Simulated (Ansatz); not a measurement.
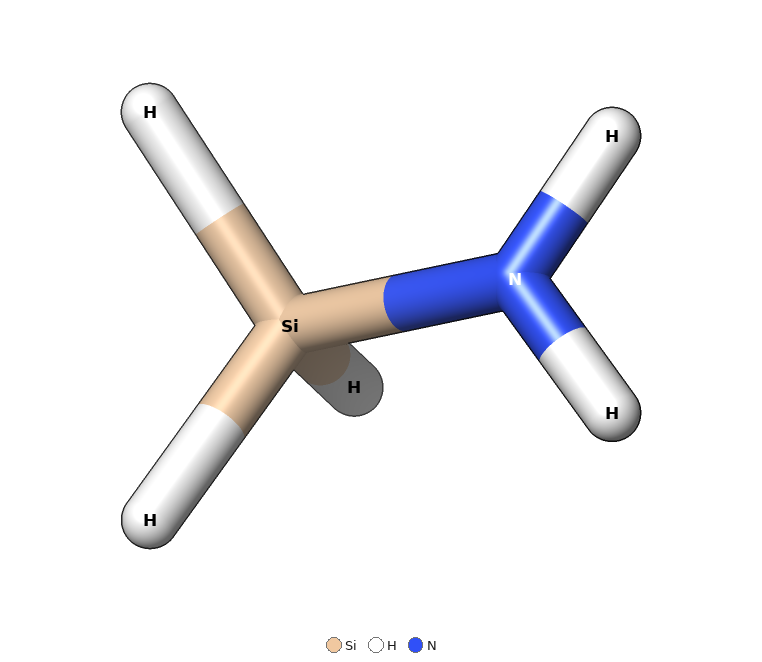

Stick drawing of a structure. Every bond is drawn as one stick, whatever its order.

The computed structure is the end point of a PBE0-D4/def2-TZVP optimisation.

Count the atoms of each element.

H5NSi, 7 atoms: 5 hydrogen, 1 nitrogen and 1 silicon.

Count the bonded pairs by element.

3 Si–H, 2 N–H, 1 N–Si. Sticks follow a distance rule.

The parts below concern this one geometry. Atoms keep their numbers from picture to picture.

Symmetry

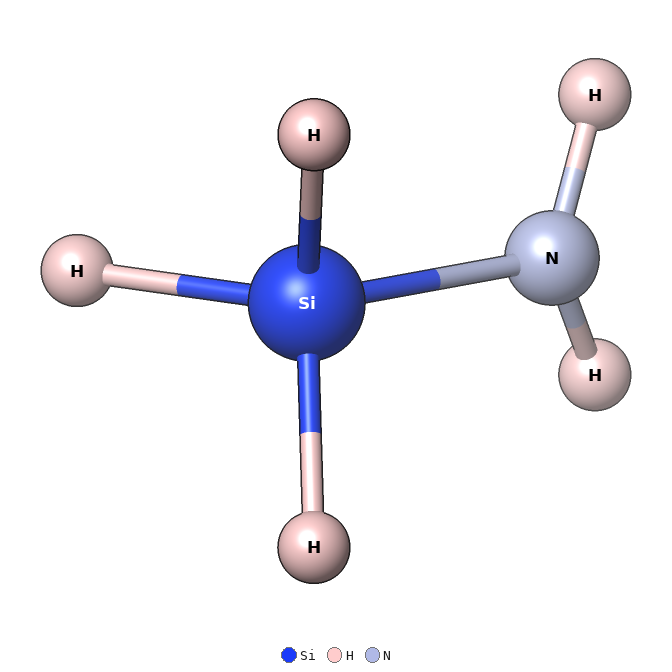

Distant atoms are faded towards the background colour.

Which symmetry elements does this geometry have?

It has 1 mirror plane, so the point group is Cs. The group has 2 operations. The geometry is achiral, and symmetry allows a dipole moment.

Vibrations

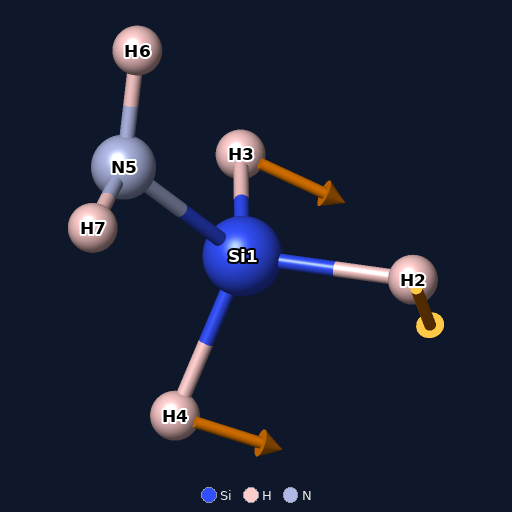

The arrows show one normal mode. Harmonic vibrations computed with RKS PBE0-D4/def2-TZVP (Ansatz 0.2.0) at a stationary point of the same level.

What kind of motion is it?

Mostly angle bending.

At what wavenumber does it lie?

984 cm⁻¹; it is mode 9 of 15 counted from the lowest.

Charges

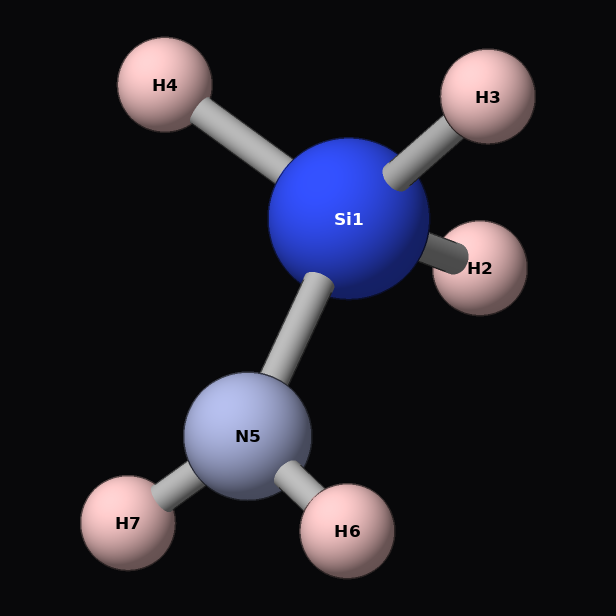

The questions are on Mulliken charges. Properties computed with RKS PBE0-D4/def2-TZVP (Ansatz 0.2.0).

Give the Mulliken charges atom by atom.

```tsv
atom	value (e)
Si1	0.28
H2	−0.05
H3	−0.03
H4	−0.03
N5	−0.63
H6	0.24
H7	0.24
```

Thermal motion

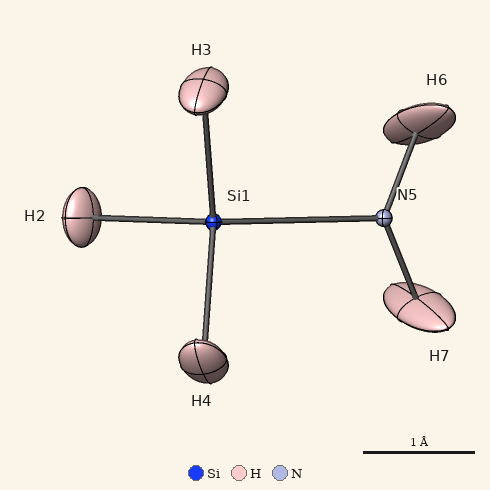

Displacement ellipsoids at the 50 % level, from the internal vibrations of the free molecule (harmonic, no overall translation or rotation; no half-axis is drawn under 0.075 Å). Vibrations computed with RKS PBE0-D4/def2-TZVP (Ansatz 0.2.0). Temperature: 400 K.

Which atom moves most?

H6, H7, with U_eq = 0.0573 Å².

Does H7 move more along its bond or across it?

Across it: the root-mean-square amplitude is 0.069 Å along the bond and up to 0.381 Å across, since bending and torsion are softer than stretching.

Give the displacement parameters, one line for each set of equivalent atoms.

| atom | U_eq (Å²) | rms amplitudes (Å) |
| --- | --- | --- |
| Si1 | 0.00019 | 0.011, 0.012, 0.017 |
| H2 | 0.0199 | 0.087, 0.149, 0.173 |
| H3, H4 | 0.0240 | 0.086, 0.138, 0.213 |
| N5 | 0.00082 | 0.021, 0.026, 0.036 |
| H6, H7 | 0.0573 | 0.068, 0.148, 0.381 |

Mulliken values depend strongly on the basis set and can even reverse the polarity of a bond.
